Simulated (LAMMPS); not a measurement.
Molecular dynamics of Al (fcc), 4000 atoms, at 560 K and 2 GPa, heated as the crystal.

All values are model results, not measurements: classical MD, pair style eam/alloy, file NiAlH_jea.eam.alloy, run in LAMMPS.

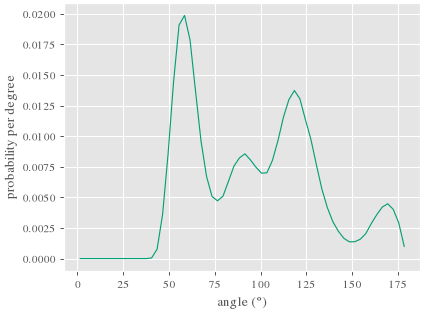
Figure. Probability per degree against angle (°)

The data show:
- state found: crystal; no diffusion seen in 30 ps
- most common Al-Al-Al angle: at the 3° bin centred on 58.5°, after smoothing over three bins (mean of all 97°)

Caution: the potential EAM-type NiAlH_jea.eam.alloy is made for Ni, Ni3Al and hydrogen in them. Caution: a run this short can hold a crystal over, or a liquid under, the potential's own melting point, which these runs don't give.
